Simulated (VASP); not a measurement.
Band structure of LaP (relaxed from the zinc blende structure, space group F-43m). Calculation: PBE GGA, VASP's PBE PAW potentials (set 64) (plane waves; VASP).

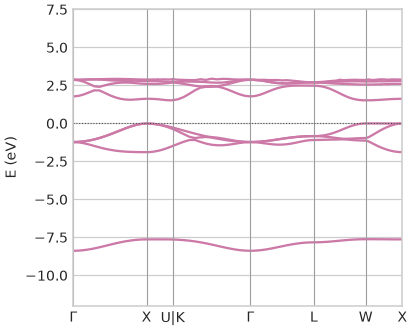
Fig. 1. Bands along high-symmetry lines, zero at the valence-band maximum or, without a gap, the Fermi level

Problem. Read the plot: is there a gap, and where are the band edges?

Solution. The gap is direct, 1.52 eV, from the valence maximum at W to the conduction minimum at W. (Edges off the drawn lines would not show.)

The structure was generated: LaP was put into the zinc blende type (F-43m), which need not be its known phase. It was relaxed first, which changed the volume by -24 %.
